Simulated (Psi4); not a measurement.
# Run report: CO2, geometry relaxation (part 1 of 3)

- system: CO2
- method: MP2/6-311G**, RHF (Psi4 1.11)

The geometry comes from this level: GFN2-xTB.

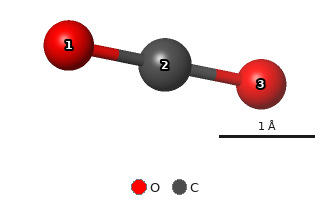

**Figure 1.** The structure as given in the input (ball-and-stick view, seen at a tilt; atoms are numbered from 1 in the order of the input).

Input (job.dat)
```
memory 1.6 GB

molecule {
  0 1
  O      0.367370    -1.079490     0.087210
  C      0.000170     0.000090     0.000100
  O     -0.367540     1.079400    -0.087300
}

set basis 6-311G**
set geom_maxiter 60
set freeze_core true

energy_value, wavefunction = optimize("mp2", return_wfn=True)
```

Launch command:
```bash
psi4 -i job.dat -o job.out -n 1
```

The program's output
```
Psi4 1.11 release

gradient() will perform analytic gradient computation.
    SCF Algorithm Type (re)set to DF.

   => Loading Basis Set <=

    Name: 6-311G**
    Role: ORBITAL
    Keyword: BASIS

         ---------------------------------------------------------
                                   SCF
                              RHF Reference
                        1 Threads,   1525 MiB Core
         ---------------------------------------------------------

  ==> Geometry <==

    Molecular point group: cs
    Full point group: Cs

    Geometry (in Angstrom), charge = 0, multiplicity = 1:

       Center              X                  Y                   Z               Mass
    ------------   -----------------  -----------------  -----------------  -----------------
         O            0.366328093586    -1.083357437011     0.000000000000    15.994914619570
         C            0.000213159160     0.000098525772     0.000000000000    12.000000000000
         O           -0.366488013784     1.083283519188     0.000000000000    15.994914619570

  Running in cs symmetry.

  Rotational constants: A = 18738734.71090  B =      0.40293  C =      0.40293 [cm^-1]
  Rotational constants: A = 561773133879.04956  B =  12079.56474  C =  12079.56448 [MHz]
  Nuclear repulsion =   59.228958234147981

  Charge       = 0
  Multiplicity = 1
  Electrons    = 22
  Nalpha       = 11
  Nbeta        = 11

  ==> Algorithm <==

  SCF Algorithm Type is DF.
  DIIS enabled.
  MOM disabled.
  Fractional occupation disabled.
  Guess Type is SAD.
  Energy threshold   = 1.00e-10
  Density threshold  = 1.00e-10
  Integral threshold = 1.00e-12

  ==> Primary Basis <==

  Basis Set: 6-311G**
    Blend: 6-311G**
    Number of shells: 24
    Number of basis functions: 54
    Number of Cartesian functions: 57
    Spherical Harmonics?: true
    Max angular momentum: 2

   => Loading Basis Set <=

    Name: (6-311G** AUX)
    Role: JKFIT
    Keyword: DF_BASIS_SCF

  ==> Integral Setup <==

  DFHelper Memory: AOs need 0.006 GiB; user supplied 1.118 GiB.
  SCF_SUBTYPE=INCORE selected. In-core MEM_DF algorithm will be used.
  Using in-core AOs.

  ==> MemDFJK: Density-Fitted J/K Matrices <==

    J tasked:                   Yes
    K tasked:                   Yes
    wK tasked:                   No
    Memory [MiB]:              1144
    Algorithm:                 Core
    Schwarz Cutoff:           1E-12
    Mask sparsity (%):       1.0974
    Fitting Condition:        1E-10

   => Auxiliary Basis Set <=

  Basis Set: (6-311G** AUX)
    Blend: CC-PVTZ-JKFIT
    Number of shells: 75
    Number of basis functions: 237
    Number of Cartesian functions: 288
    Spherical Harmonics?: true
    Max angular momentum: 4

  Minimum eigenvalue in the overlap matrix is 7.8901842348E-03.
  Reciprocal condition number of the overlap matrix is 2.0022845032E-03.
    Using symmetric orthogonalization.

  ==> Pre-Iterations <==

  SCF Guess: Superposition of Atomic Densities via on-the-fly atomic UHF (no occupation information).

   -------------------------
    Irrep   Nso     Nmo
   -------------------------
     A'        39      39
     A"        15      15
   -------------------------
    Total      54      54
   -------------------------

  ==> Iterations <==

                           Total Energy        Delta E     RMS |[F,P]|

   @DF-RHF iter SAD:  -186.92921429459247   -1.86929e+02   0.00000e+00
   @DF-RHF iter   1:  -187.60783518291714   -6.78621e-01   1.17636e-02 ADIIS/DIIS
   @DF-RHF iter   2:  -187.64888708779810   -4.10519e-02   8.25550e-03 ADIIS/DIIS
   @DF-RHF iter   3:  -187.68691571215626   -3.80286e-02   5.10855e-04 ADIIS/DIIS
   @DF-RHF iter   4:  -187.68711687323014   -2.01161e-04   8.29534e-05 DIIS
   @DF-RHF iter   5:  -187.68712415556735   -7.28234e-06   1.82107e-05 DIIS
   @DF-RHF iter   6:  -187.68712462358252   -4.68015e-07   3.98273e-06 DIIS
   @DF-RHF iter   7:  -187.68712464782772   -2.42452e-08   8.70031e-07 DIIS
   @DF-RHF iter   8:  -187.68712464872894   -9.01224e-10   3.30385e-07 DIIS
   @DF-RHF iter   9:  -187.68712464879684   -6.78995e-11   7.97786e-08 DIIS
   @DF-RHF iter  10:  -187.68712464880201   -5.17275e-12   3.91449e-09 DIIS
   @DF-RHF iter  11:  -187.68712464880227   -2.55795e-13   3.89862e-10 DIIS
   @DF-RHF iter  12:  -187.68712464880204    2.27374e-13   5.22011e-11 DIIS
  Energy and wave function converged.

  ==> Post-Iterations <==

    Orbital Energies [Eh]
    ---------------------

    Doubly Occupied:

       1Ap   -20.642405     2Ap   -20.642352     3Ap   -11.451325
       4Ap    -1.540215     5Ap    -1.487325     6Ap    -0.794924
       7Ap    -0.743219     1App   -0.720024     8Ap    -0.720024
       2App   -0.541842     9Ap    -0.541842

    Virtual:

      10Ap     0.223798     3App    0.223801    11Ap     0.230359
      12Ap     0.438822    13Ap     0.512664     4App    0.512664
      14Ap     0.743325    15Ap     0.839730    16Ap     0.901354
       5App    0.979734    17Ap     0.979734    18Ap     1.170483
       6App    1.170484    19Ap     1.417936     7App    1.417936
      20Ap     1.422141    21Ap     1.505674     8App    1.680648
      22Ap     1.680648    23Ap     1.816928    24Ap     2.826485
       9App    2.826485    25Ap     3.035941    10App    3.106913
      26Ap     3.106913    11App    3.237129    27Ap     3.237129
      12App    3.451918    28Ap     3.451919    29Ap     3.505376
      30Ap     4.008219    31Ap     4.018859    13App    4.065869
      32Ap     4.065870    14App    5.395155    33Ap     5.395155
      34Ap     5.498563    15App    5.498563    35Ap     5.996265
      36Ap     6.234256    37Ap    25.586964    38Ap    51.522780
      39Ap    51.780228

    Final Occupation by Irrep:
             Ap   App
    DOCC [     9,    2 ]
    NA   [     9,    2 ]
    NB   [     9,    2 ]

  @DF-RHF Final Energy:  -187.68712464880204

   => Energetics <=

    Nuclear Repulsion Energy =             59.2289582341479814
    One-Electron Energy =                -374.1811763078086415
    Two-Electron Energy =                 127.2650934248586339
    Total Energy =                       -187.6871246488020404

Computation Completed

Properties will be evaluated at   0.000000,   0.000000,   0.000000 [a0]

Properties computed using the SCF density matrix

 Multipole Moments:

 ------------------------------------------------------------------------------------
     Multipole            Electronic (a.u.)      Nuclear  (a.u.)        Total (a.u.)
 ------------------------------------------------------------------------------------

 L = 1.  Multiply by 2.5417464519 to convert [e a0] to [Debye]
 Dipole X            :          0.0003877           -0.0000008            0.0003869
 Dipole Y            :          0.0003421           -0.0000004            0.0003418
 Dipole Z            :          0.0000000            0.0000000            0.0000000
 Magnitude           :                                                    0.0005162

 ------------------------------------------------------------------------------------

	total time  =          1 seconds =       0.02 minutes

  //>>>>>>>>>>>>>>>>>>>>>>>>>>>>>>>>>>>//
  //               DFMP2               //
  //<<<<<<<<<<<<<<<<<<<<<<<<<<<<<<<<<<<//

   => Loading Basis Set <=

    Name: (6-311G** AUX)
    Role: RIFIT
    Keyword: DF_BASIS_MP2

	 --------------------------------------------------------
	                          DF-MP2
	      2nd-Order Density-Fitted Moller-Plesset Theory
	              RMP2 Wavefunction,   1 Threads

	 --------------------------------------------------------

   => Auxiliary Basis Set <=

  Basis Set: (6-311G** AUX)
    Blend: CC-PVTZ-RI
    Number of shells: 69
    Number of basis functions: 243
    Number of Cartesian functions: 303
    Spherical Harmonics?: true
    Max angular momentum: 4

	 --------------------------------------------------------
	                 NBF =    54, NAUX =   243
	 --------------------------------------------------------
	   CLASS    FOCC     OCC    AOCC    AVIR     VIR    FVIR
	   PAIRS       3      11       8      43      43       0
	 --------------------------------------------------------

  DFHelper Memory: AOs need 0.006 GiB; user supplied 1.118 GiB.
  SCF_SUBTYPE=INCORE selected. In-core MEM_DF algorithm will be used.
  Using in-core AOs.

         ------------------------------------------------------------
                                     CPHF
         ------------------------------------------------------------

  ==> Geometry <==

    Molecular point group: cs
    Full point group: Cs

    Geometry (in Angstrom), charge = 0, multiplicity = 1:

       Center              X                  Y                   Z               Mass
    ------------   -----------------  -----------------  -----------------  -----------------
         O            0.366328093586    -1.083357437011     0.000000000000    15.994914619570
         C            0.000213159160     0.000098525772     0.000000000000    12.000000000000
         O           -0.366488013784     1.083283519188     0.000000000000    15.994914619570

  Nuclear repulsion =   59.228958234147996
  Reference energy  = -187.687124648802040

  ==> Basis Set <==

  Basis Set: 6-311G**
    Blend: 6-311G**
    Number of shells: 24
    Number of basis functions: 54
    Number of Cartesian functions: 57
    Spherical Harmonics?: true
    Max angular momentum: 2

   Number of roots    =         1
   Preconditioning    =    JACOBI
   Convergence cutoff =     1E-06
   Maximum iterations =       100

   => Auxiliary Basis Set <=

  Basis Set: (6-311G** AUX)
    Blend: CC-PVTZ-JKFIT
    Number of shells: 75
    Number of basis functions: 237
    Number of Cartesian functions: 288
    Spherical Harmonics?: true
    Max angular momentum: 4

  ==> CPHF Iterations <==

  => Iterations <=

             Iter  Converged  Remaining    Residual
  CGR           1          0          1   9.659E-02
  CGR           2          0          1   2.741E-02
  CGR           3          0          1   7.131E-03
  CGR           4          0          1   1.284E-03
  CGR           5          0          1   1.931E-04
  CGR           6          0          1   1.652E-05
  CGR           7          0          1   6.390E-06
  CGR           8          1          0   9.720E-07

    CGRSolver converged.

  ==> DFCorrGrad: Density-Fitted Correlated Gradients <==

    Integrals threads:           1
    Memory [GiB]:            1.118
    Schwarz Cutoff:          0E+00
    Fitting Condition:       1E-10

   => Auxiliary Basis Set <=

  Basis Set: (6-311G** AUX)
    Blend: CC-PVTZ-JKFIT
    Number of shells: 75
    Number of basis functions: 237
    Number of Cartesian functions: 288
    Spherical Harmonics?: true
    Max angular momentum: 4

	-----------------------------------------------------------
	 ==================> DF-MP2 Energies <====================
	-----------------------------------------------------------
	 Reference Energy          =    -187.6871246488020404 [Eh]
	 Singles Energy            =      -0.0000000000000000 [Eh]
	 Same-Spin Energy          =      -0.1422354917482913 [Eh]
	 Opposite-Spin Energy      =      -0.3669630872081122 [Eh]
	 Correlation Energy        =      -0.5091985789564035 [Eh]
	 Total Energy              =    -188.1963232277584552 [Eh]
	-----------------------------------------------------------
	 ================> DF-SCS-MP2 Energies <==================
	-----------------------------------------------------------
	 SCS Same-Spin Scale       =       0.3333333333333333 [-]
	 SCS Opposite-Spin Scale   =       1.2000000000000000 [-]
	 SCS Same-Spin Energy      =      -0.0474118305827637 [Eh]
	 SCS Opposite-Spin Energy  =      -0.4403557046497347 [Eh]
	 SCS Correlation Energy    =      -0.4877675352324984 [Eh]
	 SCS Total Energy          =    -188.1748921840345474 [Eh]
	-----------------------------------------------------------

  -Total Gradient:
     Atom            X                  Y                   Z
    ------   -----------------  -----------------  -----------------
       1       -0.018294399147     0.053985813624     0.000000000000
       2        0.000013472094     0.000166696746     0.000000000000
       3        0.018280927053    -0.054152510370     0.000000000000

	total time  =          1 seconds =       0.02 minutes

    			-----------------------------------------

    			 OPTKING 3.0: for geometry optimizations

    			        with contributions from

    			-----------------------------------------

	                            ===> Fragment 1 <==

	 Z (Atomic Numbers)          Masses                          Geom
	       8.000000            15.994915          0.69225977 -2.04724885  0.00000000
	       6.000000            12.000000          0.00040281  0.00018619  0.00000000
	       8.000000            15.994915         -0.69256197  2.04710917  0.00000000

	 - Coordinate -           - BOHR/RAD -       - ANG/DEG -
	 R(1,2)           =         2.161170           1.143642
	 R(2,3)           =         2.161040           1.143573
	 L(1,2,3)         =         3.141031         179.967828
	 l(1,2,3)         =         3.141593         180.000000

	        --- Internal Coordinate Step in ANG or DEG, aJ/ANG or AJ/DEG ---
	-------------------------------------------------------------------------------
	           Coordinate      Previous         Force          Change          New
	           ----------      --------        ------          ------        ------
	               R(1,2)       1.14364        0.46962        0.02161       1.16525
	               R(2,3)       1.14357        0.47088        0.02166       1.16523
	             L(1,2,3)     179.96783        0.00001        0.02388     179.99171
	             l(1,2,3)     180.00000        0.00000        0.00000     180.00000
	-------------------------------------------------------------------------------

	                                 ==> Convergence Check <==

	Measures of convergence in internal coordinates in au.

	Criteria marked as inactive (o), active & met (*), and active & unmet ( ).

	----------------------------------------------------------------------------------------------~
	   Step    Total Energy     Delta E     Max Force     RMS Force      Max Disp      RMS Disp   ~
	----------------------------------------------------------------------------------------------~
	  Convergence Criteria     1.00e-06 *    3.00e-04 *             o    1.20e-03 *             o~
	----------------------------------------------------------------------------------------------~
	     1    -188.19632323   -1.88e+02      5.72e-02      4.04e-02 o    4.09e-02      2.89e-02 o  ~
	----------------------------------------------------------------------------------------------

Next Geometry in Ang
	Fragment 1 (Ang)
```
